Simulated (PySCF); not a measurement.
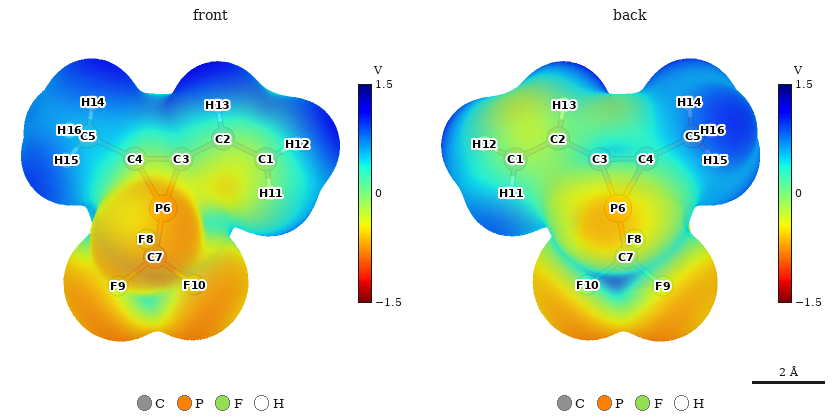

Figure 1: C6H6F3P (SMILES C=CC1=C(C)P1C(F)(F)F). The electrostatic potential painted on the density surface at 0.002 e/bohr³, seen from the front and from behind; red is negative and blue positive.

Geometry: GFN2-xTB.

Computed with PySCF, PBE0/pcSseg-1, SCF density, gas phase, non-relativistic.

```tsv
atom	x (Å)	y (Å)	z (Å)
C	1.8633	-2.0946	0.1474
C	1.6428	-0.9021	0.6923
C	0.7218	0.0313	0.1402
C	0.0739	1.1774	0.2171
C	-0.2256	2.4034	0.9589
P	-0.3326	0.2953	-1.3418
C	-1.9016	-0.6329	-0.7183
F	-1.9903	-0.7160	0.6212
F	-3.0269	-0.0289	-1.1369
F	-1.9421	-1.8917	-1.1857
H	1.3438	-2.3980	-0.7477
H	2.5521	-2.7997	0.5774
H	2.1484	-0.5839	1.5956
H	0.4392	2.4989	1.8162
H	-1.2588	2.3773	1.3079
H	-0.1147	3.2733	0.3122
```

Question: Where is the surface potential most negative and most positive?

Answer: The most negative region (about −0.8 V) lies over F8, F9 and F10, the most positive (about +1.1 V) over H12, H13 and H14.
